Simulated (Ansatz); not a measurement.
# CH6AlOSi (SMILES [CH3][Al][O][SiH3]): UCCSD(T)/def2-SVP

What is the vertical doublet–quartet gap of CH6AlOSi at UCCSD(T)/def2-SVP? 

Program for the calculation: Ansatz 0.2.0.

105 further runs of the same task are left out: 105 set aside as unsound or not needed.

### 1 The molecule

The species is CH6AlOSi (10 atoms), meant as a doublet with charge 0. As SMILES, `[CH3][Al][O][SiH3]`. The shape is that of a PBE0-D4/def2-TZVP optimisation. This is one conformer, not always the lowest.

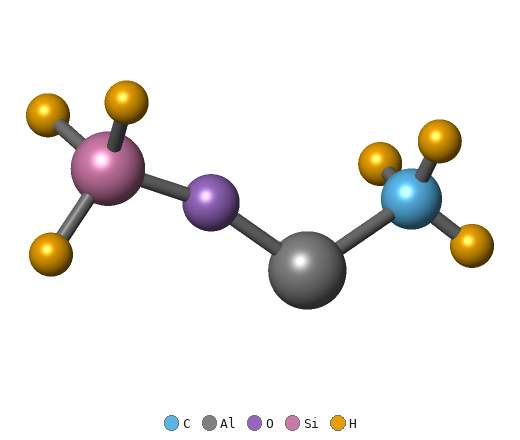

Viewed from a chosen angle; carbon blue, aluminium grey, oxygen purple, silicon pink, hydrogen amber.

### 2 The energy at UCCSD(T)/def2-SVP

The input, job.yaml:

```yaml
crystal:
  periodic: [false, false, false]
  atoms:
    - symbol: C
      position_ang: [0.243800, 1.981800, -1.341400]
    - symbol: Al
      position_ang: [1.086500, 0.300600, -0.766100]
    - symbol: O
      position_ang: [0.194200, -0.660700, 0.309100]
    - symbol: Si
      position_ang: [-0.287900, -1.859400, 1.294000]
    - symbol: H
      position_ang: [-0.701000, 1.751800, -1.844500]
    - symbol: H
      position_ang: [0.014800, 2.586100, -0.457700]
    - symbol: H
      position_ang: [0.869800, 2.566000, -2.016900]
    - symbol: H
      position_ang: [0.686800, -2.984600, 1.283800]
    - symbol: H
      position_ang: [-1.611000, -2.377800, 0.854700]
    - symbol: H
      position_ang: [-0.413000, -1.355000, 2.687900]
basis:
  gaussian: {orbitals: def2-SVP}
magnetization: {spin_polarized: true, initial_magnetization: 1}
correlation: {method: ccsd_t, frozen_orbitals: {Al: 5, C: 1, H: 0, O: 1, Si: 5}}
accuracy: high
scf: {omitted_lower_state_checks: [cluster_reference, increment]}
```

On the command line:

```bash
$ ansatz run job.yaml --threads 1 --pin off --max-ram 3480MiB --events-out events.jsonl --progress --plain --runs-dir runs
```

The program printed:

```text
Warning: RAYON_NUM_THREADS=1 ignored (pool sized by the plan → 1); use --threads N
Functional definition: HF
  name "HF"
  exchange = exact_x
  correlation = 0
these checks for a lower state are left out or cut short: cluster_reference, increment
2093 factors; integrals over basis functions are off by at most 7.8e-9 eV
mean field evaluation 1: about -17598.3111 eV, gradient 3.0e1 eV
mean field evaluation 2: about -17598.3207 eV, gradient 3.0e1 eV
mean field evaluation 4: about -17602.6925 eV, gradient 3.0e0 eV
mean field evaluation 8: about -17602.8170 eV, gradient 1.9e-1 eV
mean field -17602.81819334 eV, -646.8916369867 hartree, gradient 1.9e-8 eV, S^2 0.755313; 0 other end points of the search recorded, 0 dependent functions left out
12 core orbitals not correlated: weight in the atoms' cores, before any rotation towards them, 1.000 or more for the frozen orbitals, at most 0.000 for the correlated occupied ones
reference -17602.81819334 eV, -646.8916369867 hartree; 12, 11 occupied and 70, 71 virtual orbitals, 2093 factors
second order -12.86868129 eV of doubles, -0.00000000 eV of singles
cycle   1  -13.60850759 eV  change   -7.4e-1 eV  update   9.4e-2
cycle   2  -14.00708211 eV  change   -4.0e-1 eV  update   3.0e-2
cycle   3  -14.12195310 eV  change   -1.1e-1 eV  update   1.7e-2
cycle   4  -14.12053972 eV  change    1.4e-3 eV  update   5.6e-3
cycle   5  -14.11894725 eV  change    1.6e-3 eV  update   2.6e-3
cycle   6  -14.11918424 eV  change   -2.4e-4 eV  update   1.0e-3
cycle   7  -14.11922519 eV  change   -4.1e-5 eV  update   4.1e-4
cycle   8  -14.11935643 eV  change   -1.3e-4 eV  update   1.4e-4
cycle   9  -14.11938673 eV  change   -3.0e-5 eV  update   5.1e-5
cycle  10  -14.11936547 eV  change    2.1e-5 eV  update   1.8e-5
cycle  11  -14.11937415 eV  change   -8.7e-6 eV  update   7.5e-6
cycle  12  -14.11937677 eV  change   -2.6e-6 eV  update   2.2e-6
cycle  13  -14.11937808 eV  change   -1.3e-6 eV  update   9.4e-7
cycle  14  -14.11937850 eV  change   -4.2e-7 eV  update   3.5e-7
cycle  15  -14.11937843 eV  change    7.1e-8 eV  update   1.6e-7
cycle  16  -14.11937837 eV  change    6.2e-8 eV  update   7.3e-8
cycle  17  -14.11937834 eV  change    2.9e-8 eV  update   3.8e-8
cycle  18  -14.11937835 eV  change   -1.2e-8 eV  update   2.4e-8
cycle  19  -14.11937834 eV  change    1.1e-8 eV  update   9.0e-8
cycle  20  -14.11937835 eV  change   -1.3e-8 eV  update   2.3e-8
cycle  21  -14.11937835 eV  change   4.3e-10 eV  update   7.4e-9
cycle  22  -14.11937836 eV  change   -1.6e-9 eV  update   3.2e-9
cycle  23  -14.11937836 eV  change  -6.9e-10 eV  update   1.4e-9
perturbative correction -0.33977362 eV, -0.0124864503 hartree
Total energy: -17617.27734532 eV, -647.4230010211 hartree
Checks for a lower state left out: cluster_reference, increment
```

Wall time 66 s (1 thread of Arm Neoverse V2, shared host); peak memory 1.1 GiB.

### 3 The quartet, same level

The input, input.yaml:

```yaml
crystal:
  periodic: [false, false, false]
  atoms:
    - {symbol: C, position_ang: [0.243800, 1.981800, -1.341400]}
    - {symbol: Al, position_ang: [1.086500, 0.300600, -0.766100]}
    - {symbol: O, position_ang: [0.194200, -0.660700, 0.309100]}
    - {symbol: Si, position_ang: [-0.287900, -1.859400, 1.294000]}
    - {symbol: H, position_ang: [-0.701000, 1.751800, -1.844500]}
    - {symbol: H, position_ang: [0.014800, 2.586100, -0.457700]}
    - {symbol: H, position_ang: [0.869800, 2.566000, -2.016900]}
    - {symbol: H, position_ang: [0.686800, -2.984600, 1.283800]}
    - {symbol: H, position_ang: [-1.611000, -2.377800, 0.854700]}
    - {symbol: H, position_ang: [-0.413000, -1.355000, 2.687900]}
basis:
  gaussian: {orbitals: def2-SVP}
magnetization: {spin_polarized: true, initial_magnetization: 3}
correlation: {method: ccsd_t, frozen_orbitals: {Al: 5, C: 1, H: 0, O: 1, Si: 5}}
accuracy: high
scf: {omitted_lower_state_checks: [cluster_reference, increment]}
```

On the command line:

```bash
$ ansatz run input.yaml --threads 1 --pin off --max-ram 3480MiB --events-out events.jsonl --progress --plain --runs-dir runs
```

The program printed:

```text
Warning: RAYON_NUM_THREADS=1 ignored (pool sized by the plan → 1); use --threads N
Functional definition: HF
  name "HF"
  exchange = exact_x
  correlation = 0
these checks for a lower state are left out or cut short: cluster_reference, increment
2093 factors; integrals over basis functions are off by at most 7.8e-9 eV
mean field evaluation 1: about -17589.1698 eV, gradient 3.0e1 eV
mean field evaluation 2: about -17589.1798 eV, gradient 3.0e1 eV
mean field evaluation 4: about -17595.3589 eV, gradient 4.9e0 eV
mean field evaluation 8: about -17596.7766 eV, gradient 9.7e-1 eV
mean field evaluation 16: about -17596.7983 eV, gradient 7.8e-7 eV
mean field evaluation 32: about -17596.7980 eV, gradient 2.8e-1 eV
mean field evaluation 64: about -17595.5796 eV, gradient 7.7e0 eV
mean field evaluation 96: about -17596.7724 eV, gradient 2.2e0 eV
mean field -17597.66307706 eV, -646.7021899577 hartree, gradient 1.8e-8 eV, S^2 3.756494; 8 other end points of the search recorded, 0 dependent functions left out
12 core orbitals not correlated: weight in the atoms' cores, before any rotation towards them, 1.000 or more for the frozen orbitals, at most 0.000 for the correlated occupied ones
reference -17597.66307706 eV, -646.7021899577 hartree; 13, 10 occupied and 69, 72 virtual orbitals, 2093 factors
second order -12.00231884 eV of doubles, -0.00000000 eV of singles
cycle   1  -12.82095537 eV  change   -8.2e-1 eV  update   9.3e-2
cycle   2  -13.22073464 eV  change   -4.0e-1 eV  update   3.0e-2
cycle   3  -13.33428360 eV  change   -1.1e-1 eV  update   2.0e-2
cycle   4  -13.33631898 eV  change   -2.0e-3 eV  update   7.6e-3
cycle   5  -13.33541412 eV  change    9.0e-4 eV  update   6.2e-3
cycle   6  -13.33796912 eV  change   -2.6e-3 eV  update   4.3e-3
cycle   7  -13.33868846 eV  change   -7.2e-4 eV  update   3.2e-3
cycle   8  -13.33968764 eV  change   -1.0e-3 eV  update   2.1e-3
cycle   9  -13.34003656 eV  change   -3.5e-4 eV  update   1.2e-3
cycle  10  -13.33972284 eV  change    3.1e-4 eV  update   5.4e-4
cycle  11  -13.33980511 eV  change   -8.2e-5 eV  update   2.6e-4
cycle  12  -13.33996364 eV  change   -1.6e-4 eV  update   9.2e-5
cycle  13  -13.33998351 eV  change   -2.0e-5 eV  update   4.3e-5
cycle  14  -13.34000594 eV  change   -2.2e-5 eV  update   2.2e-5
cycle  15  -13.33999523 eV  change    1.1e-5 eV  update   1.1e-5
cycle  16  -13.33999428 eV  change    9.4e-7 eV  update   6.5e-6
cycle  17  -13.33999438 eV  change   -9.3e-8 eV  update   3.5e-6
cycle  18  -13.33999562 eV  change   -1.2e-6 eV  update   2.1e-6
cycle  19  -13.33999487 eV  change    7.5e-7 eV  update   1.1e-6
cycle  20  -13.33999460 eV  change    2.7e-7 eV  update   7.0e-7
cycle  21  -13.33999442 eV  change    1.8e-7 eV  update   4.8e-7
cycle  22  -13.33999444 eV  change   -2.3e-8 eV  update   3.7e-7
cycle  23  -13.33999454 eV  change   -1.0e-7 eV  update   2.5e-7
cycle  24  -13.33999459 eV  change   -4.8e-8 eV  update   1.5e-7
cycle  25  -13.33999458 eV  change    1.4e-8 eV  update   8.1e-8
cycle  26  -13.33999456 eV  change    2.2e-8 eV  update   4.7e-8
cycle  27  -13.33999455 eV  change    2.1e-9 eV  update   2.8e-8
cycle  28  -13.33999465 eV  change   -9.5e-8 eV  update   8.7e-8
cycle  29  -13.33999467 eV  change   -2.2e-8 eV  update   2.5e-8
cycle  30  -13.33999467 eV  change   -4.8e-9 eV  update   9.9e-9
cycle  31  -13.33999468 eV  change   -1.0e-9 eV  update   7.0e-9
cycle  32  -13.33999468 eV  change   1.4e-10 eV  update   5.0e-9
cycle  33  -13.33999467 eV  change   6.1e-10 eV  update   3.8e-9
cycle  34  -13.33999467 eV  change    1.6e-9 eV  update   2.4e-9
cycle  35  -13.33999467 eV  change    1.4e-9 eV  update   1.2e-9
perturbative correction -0.29667436 eV, -0.0109025816 hartree
Total energy: -17611.29974610 eV, -647.2033283013 hartree
Checks for a lower state left out: cluster_reference, increment
```

It took 96 s on 1 thread of Arm Neoverse V2, shared host; peak memory 1.1 GiB.

### 4 What came out

At UCCSD(T)/def2-SVP, 12 core orbitals frozen:

| quantity | value |
| --- | --- |
| doublet: total energy | -647.42300 Eh |
| doublet: correlation energy (12 core orbitals frozen) | -531.4 mEh |
| doublet: (T) correction | -12.49 mEh |
| doublet: ⟨S²⟩ of the reference determinant | 0.755 |
| doublet: T1 diagnostic | 0.014 |
| quartet: total energy | -647.20333 Eh |
| quartet: correlation energy (12 core orbitals frozen) | -501.1 mEh |
| quartet: (T) correction | -10.90 mEh |
| quartet: ⟨S²⟩ of the reference determinant | 3.756 |
| quartet: T1 diagnostic | 0.017 |
| vertical energy of the quartet above the doublet | 5.978 eV |

**Reading.** At this shape the quartet lies 5.98 eV (577 kJ/mol) above the doublet. The triples (doublet) make up 2.3 % of the correlation energy. The triples (quartet) make up 2.2 % of the correlation energy.
